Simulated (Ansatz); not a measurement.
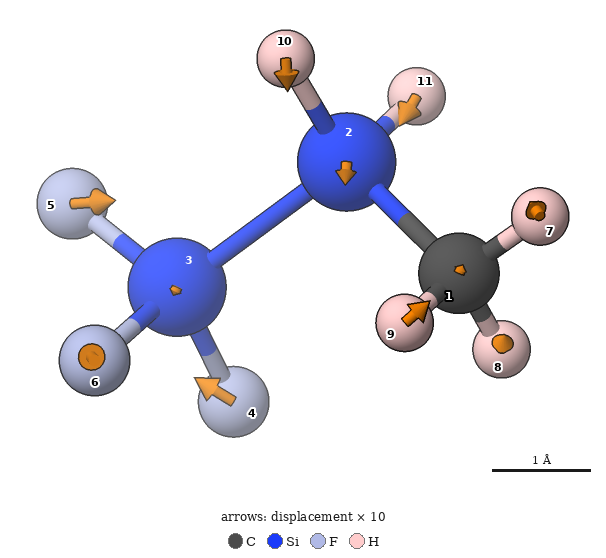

A relaxation of CH5F3Si2. The starting structure is drawn; orange arrows show the displacements, magnified 10 times. The two geometries are superimposed by the best rigid fit.

The picture is a ball-and-stick view, seen at a tilt.

The start comes from PBE-D4/def2-SVP.

The calculation used Ansatz, RKS PBE0-D4/def2-TZVP. Set-up: force threshold 0.005 eV/Å; at most 150 steps.

Question: Which element moves most?

Answer: Fluorine: up to 0.054 Å, against 0.039 Å for hydrogen.

Question: What did the optimiser do to the structure, and how much energy did it gain?

Answer: After 7 geometry steps the energy has fallen by 11.4 kJ/mol. The largest force component goes from 1.2 to 0.0014 eV/Å. F5 moves most after the best rigid fit: 0.054 Å. Largest moves by element: F 0.054 Å, H 0.039 Å, Si 0.025 Å, C 0.011 Å. Some distances before and after: Si3–F4 1.628 → 1.585 Å, Si3–F5 1.625 → 1.583 Å, C1–Si2 1.890 → 1.871 Å, Si2–H10 1.504 → 1.487 Å.
